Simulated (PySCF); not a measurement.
**B2H2: singlet, from a linear X-M-M-X start**

Aim: relax B2H2 as a singlet from a linear X-M-M-X start, check by its vibrations whether the end is a minimum, and collect its spectrum and constants.

Computed with PySCF 2.14.0. Level: PBE0, basis B def2-TZVP, H def2-TZVP, no relativity, density fitting.

## Step 1: Starting geometry

4 atoms, charge 0, spin multiplicity 1.

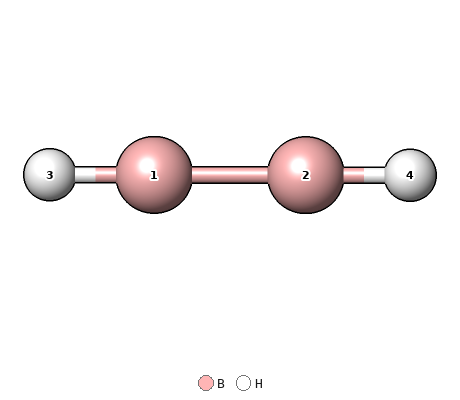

As it starts; boron pink, hydrogen white; atoms are numbered from 1 in the order of the file.

```xyz
4
charge 0 multiplicity 1
B     0.0000    0.0000    0.8500
B     0.0000    0.0000   -0.8500
H     0.0000    0.0000    2.0200
H     0.0000    0.0000   -2.0200
```

## Step 2: The SCF at the typed geometry

One driver script runs all steps and calls PySCF; scf.py shows how it sets up the SCF of each step. The optimiser is the driver's own. After this first run the driver tries any further starts and a stability analysis.

scf.py

```python
from pyscf import gto, scf, dft
mol = gto.M(atom='''
B      0.000000     0.000000     0.850000
B      0.000000     0.000000    -0.850000
H      0.000000     0.000000     2.020000
H      0.000000     0.000000    -2.020000''',
    basis={'B': 'def2-TZVP', 'H': 'def2-TZVP'},
    charge=0, spin=0)
mf = dft.RKS(mol, xc='PBE0')
mf.grids.atom_grid = (50, 194)
aux = {'B': 'def2-universal-JKFIT', 'H': 'def2-universal-JKFIT'}
mf = mf.density_fit(auxbasis=aux)
mf.conv_tol = 1e-08
mf.diis_space = 10
mf.max_cycle = 60
mf.init_guess = 'minao'
mf.verbose = 4
mf.kernel()
```

Launch:

```
$ OMP_NUM_THREADS=2 python axn.py task.json out
```

What it wrote:

```text
init E= -50.5502929417379
cycle= 1 E= -50.6427607403829  delta_E= -0.0925  |g|= 0.0836  |ddm|= 1.43
  HOMO = -0.192251198979594  LUMO = -0.129317805496152  gap/eV = 1.71250
cycle= 2 E= -50.6454839930923  delta_E= -0.00272  |g|= 0.0228  |ddm|= 0.153
  HOMO = -0.203778778491291  LUMO = -0.140440047135263  gap/eV = 1.72353
cycle= 3 E= -50.6456526637017  delta_E= -0.000169  |g|= 0.0111  |ddm|= 0.0359
  HOMO = -0.200603793283713  LUMO = -0.137162816495467  gap/eV = 1.72632
cycle= 4 E= -50.6457022262918  delta_E= -4.96e-05  |g|= 0.000433  |ddm|= 0.0114
  HOMO = -0.20059320399811  LUMO = -0.13714192242856  gap/eV = 1.72660
cycle= 5 E= -50.6457022878358  delta_E= -6.15e-08  |g|= 2.58e-05  |ddm|= 0.00127
  HOMO = -0.200596468099633  LUMO = -0.137149212442438  gap/eV = 1.72649
cycle= 6 E= -50.6457022881221  delta_E= -2.86e-10  |g|= 4.95e-06  |ddm|= 3.42e-05
  HOMO = -0.200597431211234  LUMO = -0.1371501793587  gap/eV = 1.72649
Extra cycle  E= -50.64570228813  delta_E= -7.89e-12  |g|= 2.15e-06  |ddm|= 1.3e-05
converged SCF energy = -50.64570228813
```

This step, with its further starts and checks, took 1.9 s on 2 threads of Arm Neoverse V2, shared host.

Energies from each starting density:

| start | energy (Eh) |
| --- | --- |
| the minimal-basis guess | -50.645702 |
| a thermally smeared density | -50.645702 |
| a smeared PBE density | -50.645702 |

No lower closed-shell solution turned up from the other starts or in the test of internal stability.

## Step 3: Relaxing the singlet from the linear X-M-M-X start

The program finds D∞h symmetry in the start, which this walk keeps.

scf.py: that of step 2 with these lines changed.

```diff
@@ -16 +15,0 @@
-mf.init_guess = 'minao'
```

Energy and gradient, step by step:

| step | energy (Eh) | change (kJ/mol) | largest symmetric gradient (Eh/bohr) |
| --- | --- | --- | --- |
| 0 | -50.645702 | 0.00 | 0.08517 |
| 1 | -50.660951 | -40.03 | 0.00412 |
| 2 | -50.661013 | -40.20 | 0.00120 |
| 3 | -50.661016 | -40.21 | 0.00033 |
| 4 | -50.661016 | -40.21 | 0.00005 |

The walk took 1.8 s.

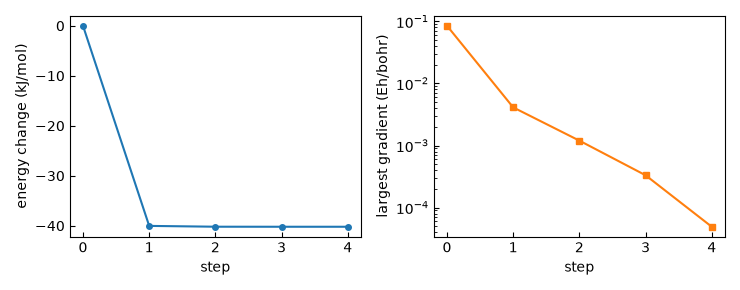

How energy and gradient fall.

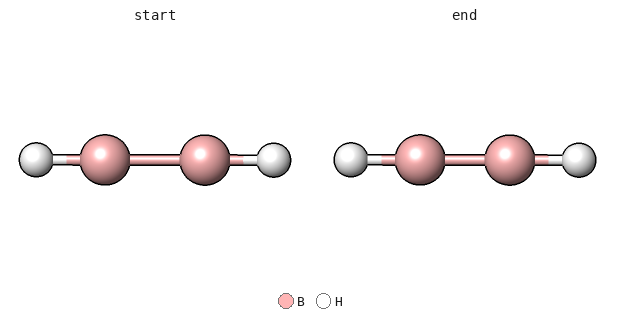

The geometry along the walk, at one scale.

End point (D∞h, 4 steps, 40.2 kJ/mol gained): B–B 1.525 Å, B–H 1.176 Å (×2); B–B–H 180.0° (×2).

## Step 4: Vibrations and properties at this point

On the finer grid the gradient is checked again; gradients at displacements of ±0.02 bohr then give force constants and infrared intensities.

scf.py: that of step 3 with these lines changed.

```diff
@@ -3,4 +3,4 @@
-B      0.000000     0.000000     0.850000
-B      0.000000     0.000000    -0.850000
-H      0.000000     0.000000     2.020000
-H      0.000000     0.000000    -2.020000''',
+B      0.000000     0.000000     0.762458
+B      0.000000     0.000000    -0.762458
+H      0.000000     0.000000     1.938198
+H      0.000000     0.000000    -1.938198''',
@@ -10 +10 @@
-mf.grids.atom_grid = (50, 194)
+mf.grids.atom_grid = (75, 302)
@@ -13 +13 @@
-mf.conv_tol = 1e-08
+mf.conv_tol = 1e-10
```

This SCF starts from the last density.

Log of the central SCF (cycles and frontier levels):

```text
init E= -50.6610168837638
  HOMO = -0.21270100592565  LUMO = -0.147623990789526  gap/eV = 1.77084
cycle= 1 E= -50.661016883764  delta_E= -2.13e-13  |g|= 9.9e-08  |ddm|= 6.34e-07
  HOMO = -0.212701005798552  LUMO = -0.147623990640344  gap/eV = 1.77084
Extra cycle  E= -50.6610168837641  delta_E= -8.53e-14  |g|= 9.9e-08  |ddm|= 6.34e-07
converged SCF energy = -50.6610168837641
```

The whole step took 24 s.

Geometry: D∞h; B–B 1.525 Å, B–H 1.176 Å (×2); B–B–H 180.0° (×2).

Harmonic modes (main isotopes):

```json
{"ω (cm⁻¹)": "385", "IR (km/mol)": "0.0", "μ (u)": "1.52"}
{"ω (cm⁻¹)": "589", "IR (km/mol)": "12.7", "μ (u)": "1.09"}
{"ω (cm⁻¹)": "634", "IR (km/mol)": "37.0", "μ (u)": "1.09"}
{"ω (cm⁻¹)": "697", "IR (km/mol)": "0.0", "μ (u)": "1.52"}
{"ω (cm⁻¹)": "1238", "IR (km/mol)": "0.0", "μ (u)": "4.78"}
{"ω (cm⁻¹)": "2799", "IR (km/mol)": "18.1", "μ (u)": "1.09"}
{"ω (cm⁻¹)": "2837", "IR (km/mol)": "0.0", "μ (u)": "1.14"}
```

No imaginary mode, so this is a minimum.

The SCF density has lower symmetry than the nuclear frame, so the modes carry no labels; pairs that should be degenerate can split.

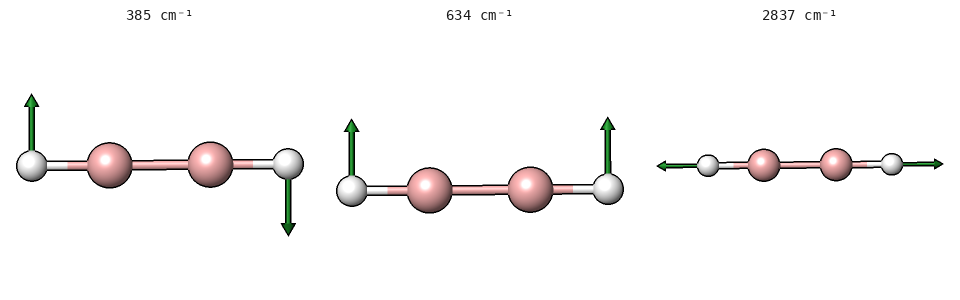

Displacements of 3 of the modes, as arrows (one member where a mode is degenerate).

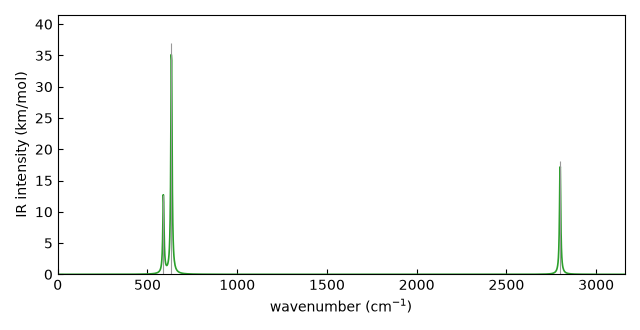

The harmonic infrared spectrum (widths in cm⁻¹). Lines are broadened to a width of 8 cm⁻¹ (Lorentzian).

Properties at this point:

| Quantity | Value |
| --- | --- |
| Dipole moment | 0.00 D |
| Highest occupied level | -5.79 eV |
| Lowest empty level | -4.02 eV |
| Rotational constants | 0.8275 cm⁻¹ |
| Zero-point energy | 54.9 kJ/mol |
| Principal polarisabilities | 20.1, 32.4, 48.8 bohr³ |
| Atomisation energy without zero-point energy | 1109 kJ/mol |
| Principal traceless quadrupole moments about the centre of mass | -5.92, 2.06, 3.86 D Å |
| Entropy at 298.15 K and 1 bar | 206.3 J/(mol K) |
| Heat capacity Cp at 298.15 K | 48.1 J/(mol K) |
| Enthalpy at 298.15 K above 0 K | 10.68 kJ/mol |
| Rotational symmetry number | 2 |

Populations by atom (charges in e):

```json
{"atom": "B1", "Mulliken": "-0.10", "Löwdin": "-0.06", "polar tensor": "-0.04", "Mayer order to B1": "–"}
{"atom": "B2", "Mulliken": "-0.10", "Löwdin": "-0.06", "polar tensor": "-0.04", "Mayer order to B1": "2.02"}
{"atom": "H3", "Mulliken": "0.10", "Löwdin": "0.06", "polar tensor": "-0.02", "Mayer order to B1": "0.95"}
{"atom": "H4", "Mulliken": "0.10", "Löwdin": "0.06", "polar tensor": "-0.02", "Mayer order to B1": "0.02"}
```

Outer orbital energies (eV). occupied: -185.46, -185.43, -14.76, -12.64, -10.82, -5.79; empty: -4.02, 0.42, 0.46, 1.53.

Mulliken populations on B1: s 3.11, p 1.97, d 0.02, f 0.00.

## Step 5: A spin-polarised start

A stability analysis found the closed shell of the lowest minimum unstable towards spin polarisation, so the unrestricted solution is followed.

The program finds D∞h symmetry in the start, which may break.

scf.py: that of step 4 with these lines changed.

```diff
@@ -9,2 +9,2 @@
-mf = dft.RKS(mol, xc='PBE0')
-mf.grids.atom_grid = (75, 302)
+mf = dft.UKS(mol, xc='PBE0')
+mf.grids.atom_grid = (50, 194)
@@ -13 +13 @@
-mf.conv_tol = 1e-10
+mf.conv_tol = 1e-08
```

Energy and gradient, step by step:

| step | energy (Eh) | change (kJ/mol) | largest gradient (Eh/bohr) |
| --- | --- | --- | --- |
| 0 | -50.692023 | 0.00 | 0.00916 |
| 1 | -50.692125 | -0.27 | 0.00087 |
| 2 | -50.692126 | -0.27 | 0.00002 |

The walk took 1.5 s.

Positions (Å) and forces (eV/Å) along the way:

```
step 0
B    0.000   0.000   0.762   0.000   0.000  -0.471
B    0.000   0.000  -0.762   0.000   0.000   0.471
H    0.000   0.000   1.938   0.000   0.000   0.034
H    0.000   0.000  -1.938   0.000   0.000  -0.034
step 1
B    0.000   0.000   0.756   0.000   0.000   0.045
B    0.000   0.000  -0.756   0.000   0.000  -0.045
H    0.000   0.000   1.933   0.000   0.000  -0.003
H    0.000   0.000  -1.933   0.000   0.000   0.003
step 2
B    0.000   0.000   0.756   0.000   0.000  -0.001
B    0.000   0.000  -0.756   0.000   0.000   0.001
H    0.000   0.000   1.933   0.000   0.000   0.000
H    0.000   0.000  -1.933   0.000   0.000   0.000
```

End point (D∞h, 2 steps, 0.3 kJ/mol gained): B–B 1.512 Å, B–H 1.177 Å (×2); B–B–H 180.0° (×2).

## Step 6: Hessian and properties

As before: finer grid, then central differences.

scf.py: that of step 5 with these lines changed.

```diff
@@ -3,4 +3,4 @@
-B      0.000000     0.000000     0.762458
-B      0.000000     0.000000    -0.762458
-H      0.000000     0.000000     1.938198
-H      0.000000     0.000000    -1.938198''',
+B     -0.000000    -0.000000     0.756236
+B      0.000000     0.000000    -0.756236
+H     -0.000000    -0.000000     1.933174
+H      0.000000     0.000000    -1.933174''',
@@ -10 +10 @@
-mf.grids.atom_grid = (50, 194)
+mf.grids.atom_grid = (75, 302)
@@ -13 +13 @@
-mf.conv_tol = 1e-08
+mf.conv_tol = 1e-10
```

SCF at the final geometry:

```text
init E= -50.6921267128702
[... the frontier-level lines of each cycle are left out ...]
cycle= 1 E= -50.6921267128718  delta_E= -1.55e-12  |g|= 1.33e-06  |ddm|= 3.16e-06
Extra cycle  E= -50.6921267128726  delta_E= -8.1e-13  |g|= 9.2e-07  |ddm|= 2.14e-06
converged SCF energy = -50.6921267128726  <S^2> = 1.0063293  2S+1 = 2.241722
```

The whole step took 14 s on 2 threads of Arm Neoverse V2, shared host.

Geometry: D∞h; B–B 1.512 Å, B–H 1.177 Å (×2); B–B–H 180.0° (×2).

Modes, for the most abundant isotopes:

```
ω (cm⁻¹)  IR (km/mol)  μ (u)
     602          0.0   1.53
     602          0.0   1.53
     612          0.0   1.09
     612          0.0   1.09
    1260          0.0   4.73
    2789         23.9   1.09
    2828          0.0   1.15
```

No imaginary mode, so this is a minimum.

Here the density breaks the symmetry of the frame, and no labels are given; pairs that should be degenerate can split.

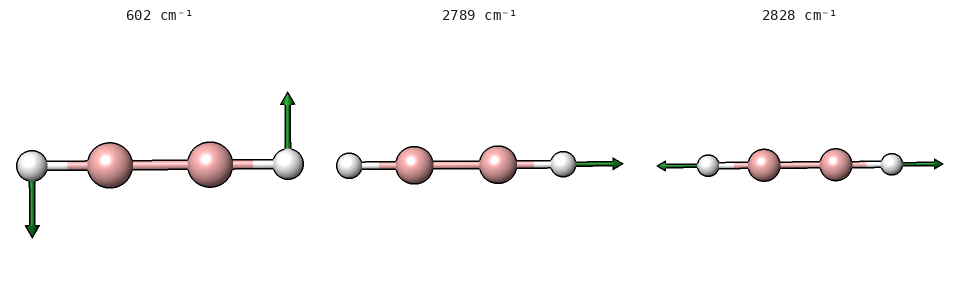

How the atoms move in 3 of the modes.

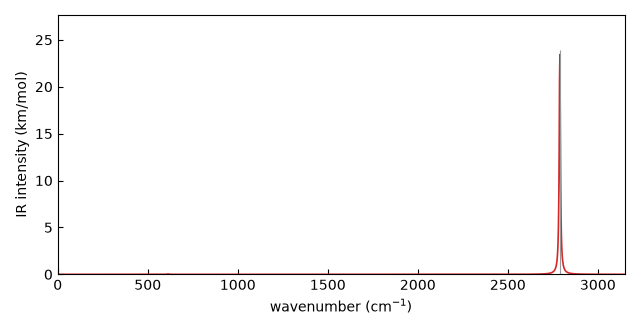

The harmonic infrared spectrum (widths in cm⁻¹). Lines are broadened to a width of 8 cm⁻¹ (Lorentzian).

Properties at this point:

```
Dipole moment                                                   : 0.00 D
Highest occupied level                                          : -6.56 eV
Lowest empty level                                              : -3.14 eV
Rotational constants                                            : 0.8376 cm⁻¹
Zero-point energy                                               : 55.7 kJ/mol
Principal polarisabilities                                      : 25.0, 25.0, 48.1 bohr³
Atomisation energy without zero-point energy                    : 1191 kJ/mol
Principal traceless quadrupole moments about the centre of mass : -0.94, -0.94, 1.87 D Å
Entropy at 298.15 K and 1 bar                                   : 204.3 J/(mol K)
Heat capacity Cp at 298.15 K                                    : 46.8 J/(mol K)
Enthalpy at 298.15 K above 0 K                                  : 10.35 kJ/mol
Rotational symmetry number                                      : 2
Spin squared ⟨S²⟩                                               : 1.006
```

Charges (e) and bond orders:

| atom | Mulliken | Löwdin | polar tensor | spin (Mulliken) | Mayer order to B1 |
| --- | --- | --- | --- | --- | --- |
| B1 | -0.09 | -0.06 | 0.04 | 0.00 | – |
| B2 | -0.09 | -0.06 | 0.04 | 0.00 | 2.03 |
| H3 | 0.09 | 0.06 | -0.04 | 0.00 | 0.95 |
| H4 | 0.09 | 0.06 | -0.04 | 0.00 | 0.02 |

Mulliken populations on B1: s 3.09, p 1.97, d 0.03, f 0.00.

## Step 7: All stationary points

| spin | group | bonds | imaginary modes (cm⁻¹) | ΔE (kJ/mol) | with zero-point energy |
| --- | --- | --- | --- | --- | --- |
| broken-symmetry (Ms = 0) | D∞h (density of lower symmetry) | B–B 1.512 Å, B–H 1.177 Å (×2) | none | 0.0 | 0.0 |
| singlet | D∞h (density of lower symmetry) | B–B 1.525 Å, B–H 1.176 Å (×2) | none | 81.7 | 80.9 |

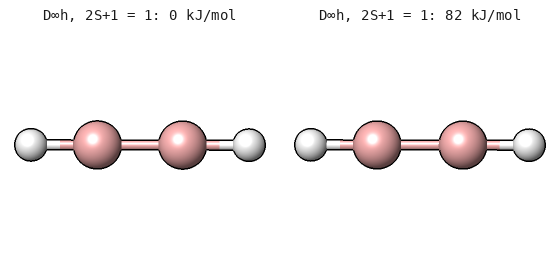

The points, lowest first (boron pink, hydrogen white).

## Step 8: What came out

| quantity | value |
| --- | --- |
| minimum | broken-symmetry (Ms = 0), D∞h |
| geometry | B–B 1.512 Å, B–H 1.177 Å (×2); B–B–H 180.0° (×2) |
| wavenumbers (cm⁻¹) | 602, 602, 612, 612, 1260, 2789, 2828 |
| dipole moment | 0.00 D |
| highest occupied, lowest empty level (either spin) | -6.56, -3.14 eV |
| polar-tensor charge of B1 | +0.04 e |
| zero-point energy | 55.7 kJ/mol |
| entropy at 298.15 K | 204.3 J/(mol K) |
| atomisation energy (no zero-point energy) | 1191 kJ/mol |
| ⟨S²⟩ | 1.006 |

What this shows: The linear X-M-M-X start keeps its D∞h symmetry and ends in a minimum. The determinant is spin-contaminated (⟨S²⟩ = 1.01 against 0.00), so it is no pure spin state. In the infrared the band at 2789 cm⁻¹ leads. Only this shape and spin were tried, so other structures or states may lie lower. The SCF density has lower symmetry than the nuclear frame.

The search up to here took 45 s.
